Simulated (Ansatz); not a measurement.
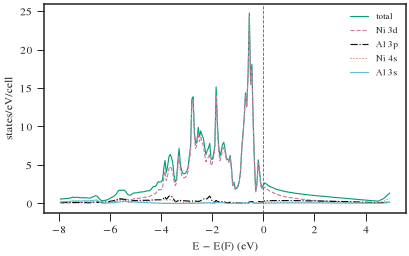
*Total and projected density of states of AlNi3 in space group Fm-3m (No. 225; Al on 4b, Ni on 8c, Ni on 4a), r²SCAN in the plane-wave PAW code Ansatz*

Problem. Which orbitals carry the states next to the Fermi level?

Solution. Within 0.5 eV of the Fermi level: Ni 3d 90 %, Al 3p 6 %. Projections are on Löwdin-orthogonalised atomic valence shells; empty p or d shells of many metals are not among them.

Problem. Where is the tallest occupied peak in this window, and what makes it?

Solution. Near -0.5 eV, about 25 states/eV per cell; the largest projected share is Ni 3d.

The first step of the workflow began from a Materials Project structure, measured or hypothetical; the Crystallography Open Database copy checked does not list it. With Al and Ni taken as one species the cell has the higher symmetry Im-3m, so it may be an ordered model of a mixed-site phase. It is not the phase usual at ambient conditions (space group No. 221). The r²SCAN relaxation kept the symmetry of its start. At this level the phase is mechanically unstable. No spin polarisation was allowed.

Potentials: the later of the program's two PAW sets.
